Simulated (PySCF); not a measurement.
## Electronic structure of C₄H₅F₅Si (SMILES FC(F)(F)C(F)(F)/C=C\[SiH3]) in real space

Input file:

```
{"job": {"kind": "nmr", "xc": "PBE0", "basis": "pcSseg-1"}, "charge": 0, "multiplicity": 1}
F     -1.330081     0.690048    -1.464647
C     -1.911656    -0.171466    -0.624686
F     -2.543077    -1.082727    -1.357913
F     -2.832923     0.507736     0.062634
C     -0.861108    -0.792916     0.337456
F     -0.015000    -1.544547    -0.408165
F     -1.521750    -1.667251     1.141136
C     -0.177153     0.270273     1.139869
C      1.014791     0.770999     0.858228
Si     2.175334     0.287709    -0.565740
H     -0.783417     0.592132     1.977430
H      1.369134     1.542522     1.528383
H      3.223985     1.310435    -0.548362
H      1.450230     0.321512    -1.830342
H      2.738276    -1.026471    -0.267193
```

Command:

```sh
OMP_NUM_THREADS=1 python probes_run.py task.json out
```

Geometry: GFN2-xTB.

Level of theory: PySCF 2.14.0, PBE0/pcSseg-1, SCF density, gas phase, non-relativistic.

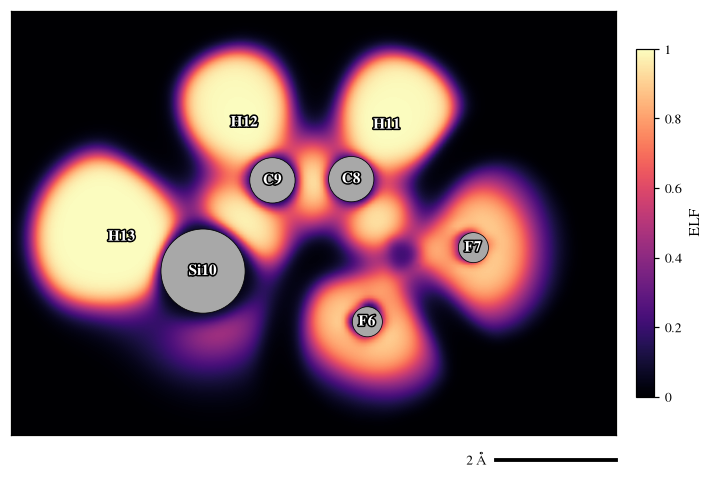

Figure 1. Electron localisation function on the plane of atoms C9, Si10 and H13. Grey discs cover the atomic cores.

### Describe what can be read from this map.

Atoms in the plane: F, C, Si and H. C–C (1.32 Å): the ELF peaks at about 0.90 between the atoms; a multiple bond. C–Si (1.90 Å): the ELF peaks at about 1 between the atoms, as expected for a covalent bond. C–H (1.08 Å): the ELF climbs to about 1 towards the hydrogen, as it does in any bond to H: a covalent bond by its length. Si–H (1.46 Å): the ELF climbs to about 1 towards the hydrogen. The ELF also peaks beside F6 and F7, away from the bonds: lone-pair regions.

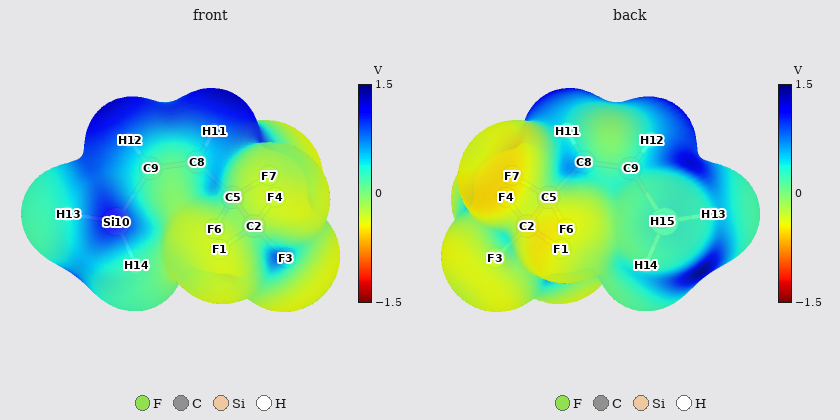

Figure 2. The electrostatic potential painted on the density surface at 0.002 e/bohr³, seen from the front and from behind; the colour scale runs from red (negative) to blue (positive).

### Which sites attract a positive test charge, and which a negative one?

A positive charge is drawn to the negative regions and a negative charge to the positive ones. The most negative region (about −0.5 V) lies over F7, the most positive (about +1.3 V) over Si10, H11 and H12.
